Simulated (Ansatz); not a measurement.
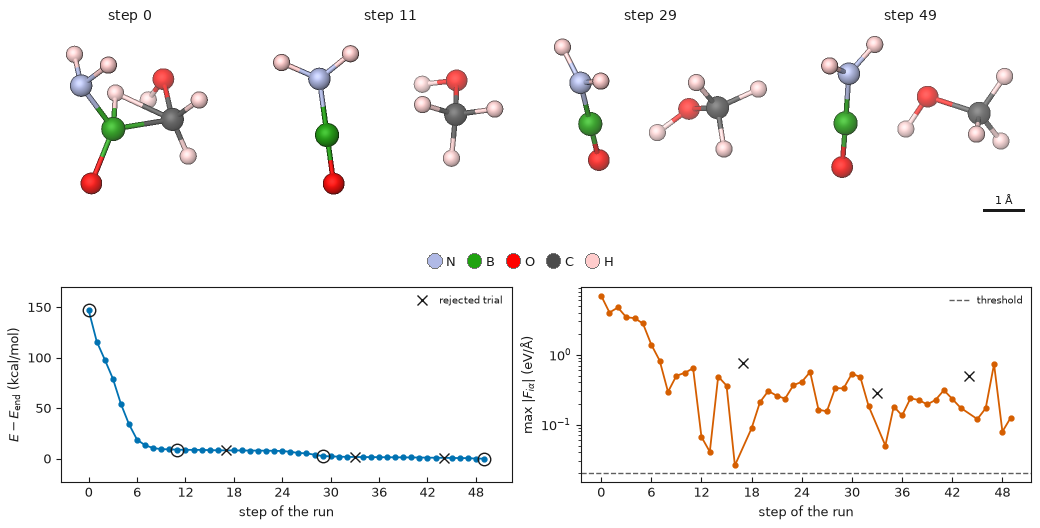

Frames of a relaxation of CH6BNO2, marked on the history of the run. The picture is a ball-and-stick view, seen from a free direction.

The run prepares an end point of a later path (hydrogen shift) calculation, from a guessed geometry.

All numbers below come from Ansatz 0.2.0, UKS B3LYP-D4/def2-SVP.

The input:
```yaml
crystal:
  periodic: [false, false, false]
  atoms:
    - { symbol: "N", position_ang: [-1.2983, -0.1522, 1.1427] }
    - { symbol: B, position_ang: [0.0815, -0.2275, 0.6266] }
    - { symbol: O, position_ang: [0.9762, -1.1459, 1.2681] }
    - { symbol: C, position_ang: [0.6618, 0.6803, -0.5983] }
    - { symbol: O, position_ang: [-0.1658, 0.3861, -1.7595] }
    - { symbol: H, position_ang: [-1.5054, 0.9093, 1.3838] }
    - { symbol: H, position_ang: [-1.9516, -0.3247, 0.3323] }
    - { symbol: H, position_ang: [-0.5584, -0.21116, -0.35277] }
    - { symbol: H, position_ang: [0.4639, 1.756, -0.2859] }
    - { symbol: H, position_ang: [1.6717, 0.4868, -0.7588] }
    - { symbol: H, position_ang: [0.1886, -0.443, -2.1111] }
magnetization:
  spin_polarized: true
basis:
  gaussian: { orbitals: def2-SVP }
hamiltonian:
  xc: b3lyp
  dispersion: d4
relax:
  f_tol: 0.02
  max_steps: 50
output:
  orbitals: {}
```

Command:
```bash
ansatz run input.yaml --threads 2 --pin off --max-ram 3072MiB --backend cpu --events-out ev --progress --plain --runs-dir out
```

### Describe the path.

The relaxation stopped without meeting its thresholds, so the last structure isn't shown to be converged. It used up its limit of 50 steps. The atom that moves furthest after the best rigid fit is H8 (2.33 Å). Largest moves by element: H 2.33 Å, B 1.18 Å, O 0.97 Å, C 0.75 Å, N 0.42 Å. Among the contacts that change: B2–H8 1.170 → 3.212 Å, B2–C4 1.631 → 3.459 Å, C4–H8 1.531 → 1.108 Å, B2–O3 1.434 → 1.219 Å. Bonds break, among them: B2–C4 (1.63 → 3.46 Å), B2–H8 (1.17 → 3.21 Å). Among the angles between lasting bonds that change: N1–B2–O3 117.4° → 179.2°, B2–N1–H6 107.4° → 123.6°, H6–N1–H7 102.0° → 116.6°. The energy falls by 146.7 kcal/mol in 46 accepted moves (49 points after the start). The largest force component goes from 7 to 0.13 eV/Å. The line search rejected the trial steps at points 17, 33, 44 of the run. The run took 68 s on 2 threads of AMD EPYC 9R45 (Zen 5), with other jobs on the host, peak memory 0.3 GiB. From step 0 to 11: H7 moves most (1.60 Å), energy −137.8 kcal/mol. From step 11 to 29: O3 moves most (1.52 Å), energy −6.31 kcal/mol. From step 29 to 49: H atoms move most (1.25 Å), energy −2.57 kcal/mol.

| step | E − E(0), kcal/mol | largest force component, eV/Å | note |
| --- | --- | --- | --- |
| 0 | 0.00 | 6.9932 |  |
| 1 | -30.81 | 4.0097 |  |
| 2 | -48.82 | 4.7347 |  |
| 3 | -67.57 | 3.4398 |  |
| 4 | -92.67 | 3.3295 |  |
| 5 | -112.74 | 2.7935 |  |
| 6 | -128.01 | 1.3929 |  |
| 7 | -133.50 | 0.8243 |  |
| 8 | -136.27 | 0.2937 |  |
| 9 | -137.32 | 0.4995 |  |
| 10 | -137.54 | 0.5493 |  |
| 12 | -138.02 | 0.0666 |  |
| 14 | -138.07 | 0.4865 |  |
| 16 | -138.50 | 0.0261 |  |
| 18 | -138.59 | 0.0888 |  |
| 20 | -138.71 | 0.3027 |  |
| 22 | -138.86 | 0.2348 |  |
| 24 | -139.21 | 0.4085 |  |
| 26 | -141.17 | 0.1636 |  |
| 28 | -142.88 | 0.3329 |  |
| 31 | -144.73 | 0.4789 |  |
| 33 | -144.89 | 0.2850 | rejected |
| 35 | -145.20 | 0.1812 |  |
| 37 | -145.36 | 0.2369 |  |
| 39 | -145.49 | 0.1941 |  |
| 41 | -145.62 | 0.3105 |  |
| 43 | -145.84 | 0.1738 |  |
| 45 | -146.03 | 0.1197 |  |
| 47 | -146.20 | 0.7318 |  |
| 49 | -146.72 | 0.1259 |  |
